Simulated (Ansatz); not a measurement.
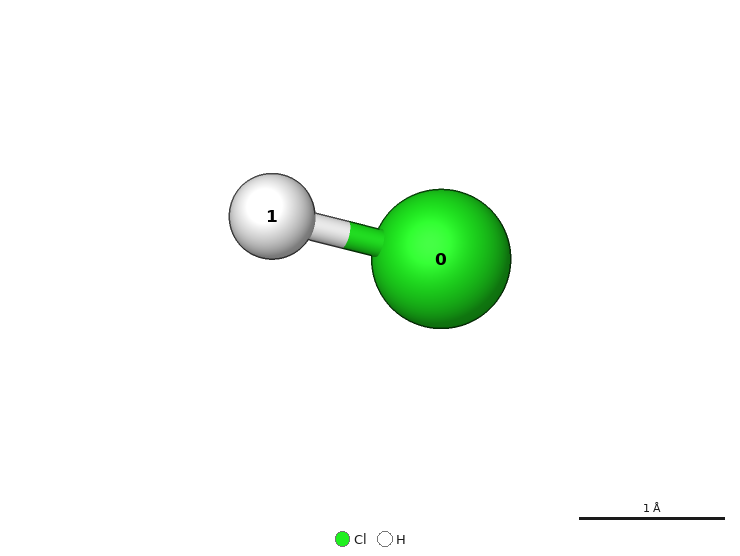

The structure as it stands in the input. Atoms are numbered from 0, in the order of the input.

The calculation was set up as follows.

```yaml
crystal:
  periodic: [false, false, false]
  atoms:
    - {symbol: Cl, position_ang: [-0.984138, 2.323659, 0.586553]}
    - {symbol: H, position_ang: [-0.690214, 1.118900, 0.273695]}
basis:
  gaussian: {orbitals: "def2-QZVPP.json"}
correlation: {method: ccsd_t}
```

Command:

```sh
ansatz run in.yaml --threads 2 --pin off --events-out ev --progress --plain --max-ram 4352MiB
```

Result:

```
Functional definition: HF
  name "HF"
  cite "Fock, Z. Phys. 61, 126 (1930) doi:10.1007/BF01340294"
  parent pbe
  exchange = exact_x
  correlation = 0
587 factors; integrals over basis functions are off by at most 1.1e-3 eV
mean field evaluation 1: about -12519.8886 eV, gradient 1.0e1 eV
mean field evaluation 2: about -12519.8888 eV, gradient 1.0e1 eV
mean field evaluation 4: about -12520.2828 eV, gradient 1.2e0 eV
mean field evaluation 8: about -12520.2914 eV, gradient 2.4e-5 eV
mean field evaluation 16: about -12520.2903 eV, gradient 3.8e-1 eV
mean field -12520.29137107 eV, -460.1122213284 hartree, gradient 2.5e-6 eV, S^2 0.000000; 0 other end points of the search recorded, 0 dependent functions left out
5 core orbitals not correlated: weight in the atoms' cores, before any rotation towards them, 1.000 or more for the frozen orbitals, at most 0.000 for the correlated occupied ones
reference -12520.29137107 eV, -460.1122213284 hartree; 4, 4 occupied and 91, 91 virtual orbitals, 587 factors
second order -6.08751906 eV of doubles, -0.00000000 eV of singles
cycle   1  -6.46240450 eV  change   -3.7e-1 eV  update   3.9e-2
cycle   2  -6.60167378 eV  change   -1.4e-1 eV  update   1.1e-2
cycle   3  -6.60823985 eV  change   -6.6e-3 eV  update   2.8e-3
cycle   4  -6.60774793 eV  change    4.9e-4 eV  update   7.5e-4
cycle   5  -6.60754199 eV  change    2.1e-4 eV  update   1.5e-4
cycle   6  -6.60751515 eV  change    2.7e-5 eV  update   4.6e-5
cycle   7  -6.60751831 eV  change   -3.2e-6 eV  update   1.2e-5
cycle   8  -6.60751776 eV  change    5.4e-7 eV  update   3.0e-6
perturbative correction -0.26453489 eV, -0.0097214779 hartree
Total energy: -12527.16342372 eV, -460.3647646054 hartree
```
